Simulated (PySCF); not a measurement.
# C4H4F2: the cost of one run

Computed with PySCF 2.14.0, with density-fitted response routines of our own, on a single molecule in the gas phase. Atoms count from 0, in the outputs and in this text.

## Step 1: The molecule as given

10 atoms, charge 0, multiplicity 1; geometry from: GFN2-xTB. The atoms were then displaced at random by about 0.01 Å, so the start is not that level's minimum.

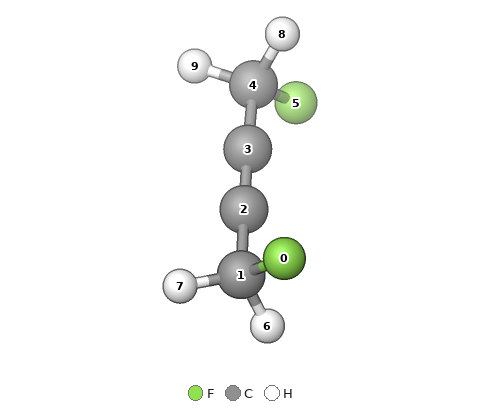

The starting geometry (fluorine green, carbon grey, hydrogen white), atoms numbered.

## Step 2: Relaxing the molecule at PBE0-D3(BJ)/def2-SVP

What the job is given:

```
{"job": {"xc": "PBE0", "basis": "def2-SVP", "d3": "d3bj", "grid": 1, "shake": 0.01, "kind": "geom"}, "charge": 0, "multiplicity": 1}
F     -2.549830    -0.841320     0.809940
C     -2.042370    -0.036790    -0.194490
C     -0.614590     0.035200    -0.097300
C      0.625600     0.072630     0.078570
C      2.032990     0.092860     0.179440
F      2.625260    -0.559240    -0.862300
H     -2.320160    -0.486930    -1.147360
H     -2.468000     0.969720    -0.093460
H      2.357180    -0.396320     1.130010
H      2.404350     1.129250     0.175890
```

Command:

```bash
$ OMP_NUM_THREADS=1 python probes_run.py task.json out
```

The driver reads the jobs from task.json and runs them one after another.

**Question.** How long does this first job take on 1 thread of Arm Neoverse V2, shared host, and how much memory does it need?

About 23 s, with a peak of 0.41 GiB.
